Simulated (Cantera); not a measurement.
Charge: 1 mol C3H6, 86 mol H2, held at 2.40 bar.

Equilibrium computed with Cantera from the NASA thermochemical tables; the gas is ideal and each condensed phase is pure. Candidate condensed phases: C, C6H6, C7H8, C8H18; 86 gas species. Ions and electrons are included (thermal ionisation). Equilibrium is a limit: real reactors are often held back by kinetics, nucleation or transport.

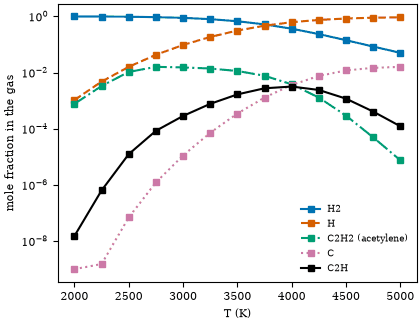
Figure. Equilibrium gas composition (values under 1e-9 drawn at 1e-9)

### Question
Read off the mole fractions at 3250 K.

### Answer
H2 about 0.80, H about 0.19, C2H2 (acetylene) about 0.014, C2H about 0.00077, C about 7.2e-5.
